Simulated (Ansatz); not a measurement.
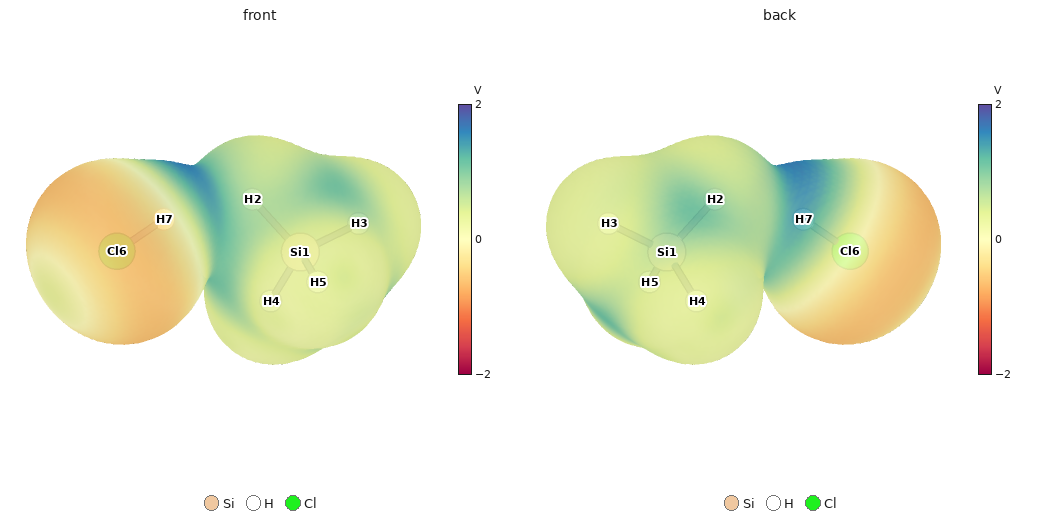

SiH4···HCl. The molecular electrostatic potential painted on the density surface at 0.002 e/bohr³, seen from the front and from behind; red is negative and blue positive.

These are results of RKS B3LYP-D4/6-31G* (Ansatz 0.2.0), not measurements.

The calculation's input:

```
crystal:
  periodic: [false, false, false]
  atoms:
    - { symbol: Si, position_ang: [0.216428, 0.0, -0.064596] }
    - { symbol: H, position_ang: [0.19371, 0.0, 1.408185] }
    - { symbol: H, position_ang: [1.639677, 0.0, -0.495042] }
    - { symbol: H, position_ang: [-0.451855, 1.221062, -0.568471] }
    - { symbol: H, position_ang: [-0.451855, -1.221062, -0.568471] }
    - { symbol: Cl, position_ang: [-2.806699, 0.0, 1.358992] }
    - { symbol: H, position_ang: [-1.598106, 0.0, 1.918602] }
basis:
  gaussian: { orbitals: "6-31G*" }
hamiltonian:
  xc: b3lyp
  dispersion: d4
relax:
  f_tol: 0.03
  max_steps: 50
output:
  orbitals: {}
```

Launched as:

```sh
ansatz run input.yaml --threads 1 --pin off --max-ram 2048MiB --backend cpu --events-out ev --progress --plain --runs-dir out
```

The fields are those of the run's last geometry, not of the input's.

Q: Which sites attract a positive test charge, and which a negative one?

A: A positive charge is drawn to the negative regions and a negative charge to the positive ones. The most negative region (about −0.6 V) lies over Cl6, the most positive (about +1.6 V) over H7. Cl6 shows a σ-hole: about +0.3 V at the tip opposite its bond, against about −0.6 V on its flanks.
